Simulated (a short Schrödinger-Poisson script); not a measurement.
Structure: symmetric double-gate stack, Al2O3 on p-type Si(100), at 300 K.

```csv
layer,material,thickness (nm),Na (cm⁻³)
1,Al2O3,5.6,-
2,Si,4,3e15
3,Al2O3,5.6,-
```

Constants are typed, rounded textbook-type inputs, not results; the design itself was drawn at random and stands for no fabricated device. Al2O3: permittivity 9, conduction-band edge (eV) 2.7, gap (eV) 6.8, electron mass (mₑ) 0.3. Si: permittivity 11.7, conduction-band edge (eV) 0, gap (eV) 1.124, Nv at 300 K (cm⁻³) 3.1e19.

Channel valleys (confinement mass, in-plane density-of-states mass, number): Δ2 0.916, 0.19, 2; Δ4 0.19, 0.417, 4. At the gates, both at one voltage, the conduction-band edge of layer 1 lies 3.28 eV − eVg above the Fermi level of the channel. Gaps are held at their typed values at every temperature. Mesh 0.03 nm at interfaces.

From a short Schrödinger-Poisson script (our own, NumPy): 1D Poisson equation in equilibrium, electrons quantum, Hartree (BenDaniel-Duke, 12 states a valley, the channel's in-plane mass for all, wave functions free to enter the dielectric), parabolic valleys, classical holes, full ionisation, no traps, pinning or gate leakage.

Only gate voltages with over 1e8 electrons/cm² are shown.

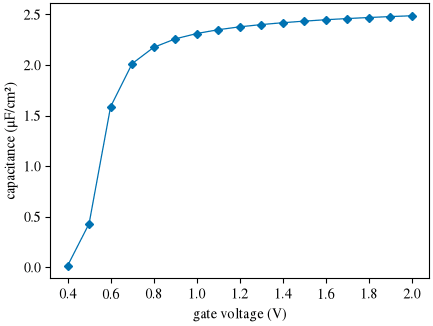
Quasi-static capacitance against gate voltage

```
Vg (V)  electrons (cm⁻²)  C (μF/cm²)  Δ2 E0 (meV)  Δ2 E1 (meV)  Δ4 E0 (meV)  Δ4 E1 (meV)
------  ----------------  ----------  -----------  -----------  -----------  -----------
0.4               2.14e9      0.0134        204.1        275.8        270.5        541.3
0.5              8.31e10       0.430        109.4        180.9        175.7        446.3
0.6              7.39e11        1.59         52.0        122.2        118.0        387.0
0.7              1.89e12        2.01         26.2         94.3         91.8        358.2
0.8              3.20e12        2.17         11.0         76.7         76.1        339.5
0.9              4.58e12        2.26          0.2         63.5         64.8        325.2
1                6.01e12        2.31         -8.3         52.7         56.0        313.4
1.1              7.47e12        2.35        -15.1         43.5         48.8        303.2
1.2              8.94e12        2.38        -21.0         35.4         42.7        294.2
1.3              1.04e13        2.40        -26.1         28.1         37.4        286.0
1.4              1.19e13        2.42        -30.6         21.5         32.7        278.5
1.5              1.34e13        2.43        -34.7         15.4         28.5        271.6
1.6              1.50e13        2.45        -38.4          9.7         24.7        265.1
1.7              1.65e13        2.46        -41.8          4.4         21.2        259.0
1.8              1.80e13        2.47        -45.0         -0.6         18.0        253.2
1.9              1.96e13        2.48        -48.1         -5.4         15.0        247.7
2                2.11e13        2.49        -51.0        -10.0         12.2        242.5
```

Subbands count from the Fermi level. The capacitance is that of both gates.
